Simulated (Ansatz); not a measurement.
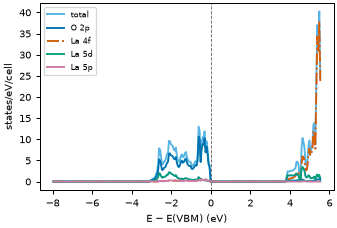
Figure. Total and projected density of states of La2O3 (La2O3 or Ni2Al3 type, P-3m1), DFT-PBEsol in the program Ansatz with PAW potentials

Q: Which orbitals carry the states next to the gap?

A: Top 1 eV of the valence band: O 2p 84 %, La 5d 6 %. Bottom 1 eV of the conduction band: La 4f 48 %, La 5d 42 %, O 2p 6 %. Projections are on Löwdin-orthogonalised atomic valence shells; empty p or d shells of many metals are not among them.

Q: Where is the tallest occupied peak in this window, and what makes it?

A: Near -0.6 eV, about 13 states/eV per cell; the largest projected share is O 2p.

Symmetry was held in the PBEsol relaxation. Spin–orbit coupling is left out wherever it is not named.

Potentials: the earlier of the program's two PAW sets. The files were generated under PBE; for other functionals the program regenerates the frozen cores, and for LDA and PBEsol the local potential too.
